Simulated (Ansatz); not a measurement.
LiCl (rock salt)

```
CELL_PARAMETERS angstrom
      0.00000     2.57520     2.57520
      2.57520     0.00000     2.57520
      2.57520     2.57520     0.00000
ATOMIC_POSITIONS crystal
  Cl 0.00000 0.00000 0.00000
  Li 0.50000 0.50000 0.50000
```

Two-dimensional scan of atom 1 (Cl, nearest neighbour Li at 2.575 Å; its periodic images, 3.6 Å or more away, move with it): u runs along (1.000, 0.000, 0.000), v along (0.000, 1.000, 0.000) (Cartesian). Cell and other atoms are fixed.

Method: PBE (plane waves to 420 eV, PAW, scalar-relativistic; Ansatz, a first-principles code). k mesh 9×9×9 (Γ-centred), Fermi-Dirac smearing 0.05 eV. The energy includes the smearing's −TS. LiCl was relaxed with its symmetry unable to fall. ΔE is measured from the undisplaced structure. Axes are in Å.

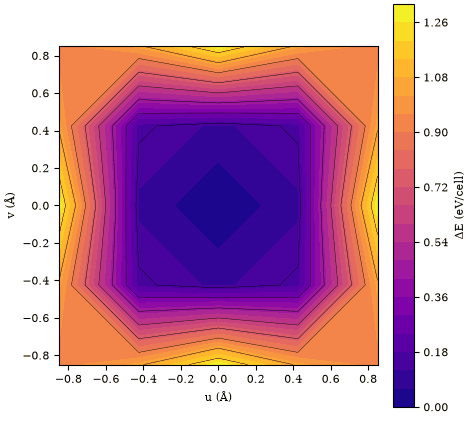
Figure: ΔE (eV/cell) over the 5×5 grid of computed points.

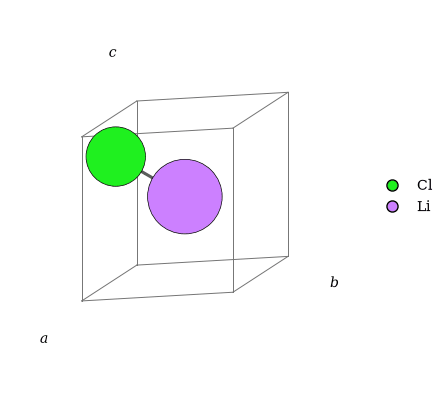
Figure: The cell of the calculation at u = 0.000 Å, v = -0.850 Å.

Lowest place on the grid: u = 0.000 Å, v = 0.000 Å (0 meV/cell). Highest place on the grid, met at several equal points: u = 0.000 Å, v = -0.850 Å; u = -0.850 Å, v = 0.000 Å; u = 0.850 Å, v = 0.000 Å; u = 0.000 Å, v = 0.850 Å (1297 meV/cell).

(A displaced cell: forces are minus the slopes of the energy, force constants its curvatures, and phonons follow from these.)
